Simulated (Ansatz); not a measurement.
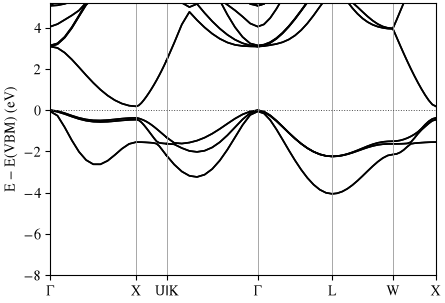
Figure: Band structure from DFT-PBE with spin–orbit coupling in the program Ansatz with PAW potentials

Q: Read off the gap and where the band edges lie.

A: About 0.2 eV (0.19 eV by a search for the band edges); maximum at Γ, minimum at X.

The material is YN (rock salt, Fm-3m).

Symmetry was held in the PBE relaxation. The run is not spin-polarised.

Potentials: the later of the program's two PAW sets.
